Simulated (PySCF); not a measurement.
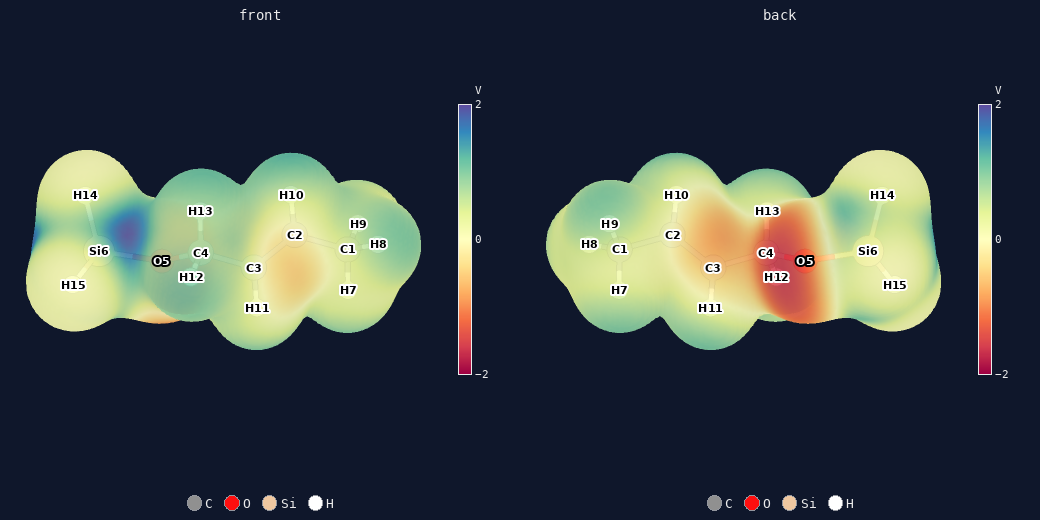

C₄H₉OSi (doublet). The electrostatic potential painted on the density surface at 0.004 e/bohr³, seen from the front and from behind; the colour scale runs from red (negative) to blue (positive).

Geometry: GFN2-xTB.

All numbers below come from UKS B3LYP, pcH-1 on C H O Si, non-relativistic, mean-field spin-orbit, GIAO in PySCF 2.14.0, density-fitted response routines.

```xyz
15

C     2.8396    0.4621   -0.1446
C     1.4468    0.3444    0.3750
C     0.4863   -0.3644   -0.1971
C    -0.9087   -0.4670    0.3194
O    -1.8092    0.0036   -0.6700
Si   -3.4185    0.1005   -0.6031
H     2.9580   -0.0893   -1.0737
H     3.5492    0.0769    0.5877
H     3.0854    1.5089   -0.3209
H     1.2458    0.8767    1.2966
H     0.6661   -0.8930   -1.1231
H    -1.1556   -1.5129    0.5465
H    -1.0294    0.1231    1.2350
H    -3.8957    1.0398    0.4045
H    -4.0644   -1.2015   -0.4815
```

Question: Where is the surface potential most negative and most positive?

Answer: The most negative region (about −1.6 V) lies over O5, the most positive (about +1.8 V) over Si6. O5 is the likeliest acceptor of a hydrogen bond.
